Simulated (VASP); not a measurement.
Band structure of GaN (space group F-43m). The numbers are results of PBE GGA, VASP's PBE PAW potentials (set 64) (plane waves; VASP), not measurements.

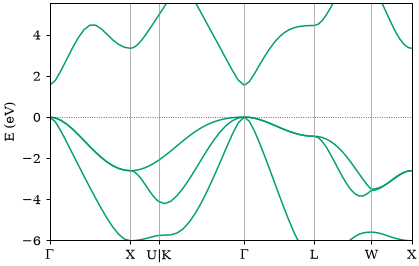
Figure: Bands along high-symmetry lines, zero at the valence-band maximum or, without a gap, the Fermi level

Problem. Read the plot: is there a gap, and where are the band edges?

Solution. The gap is direct, 1.55 eV, from the valence maximum at Γ to the conduction minimum at Γ. (Edges off the drawn lines would not show.)

The structure comes from a computed database's GaN entry (F-43m); how it stands against other phases isn't given here. It was relaxed first.
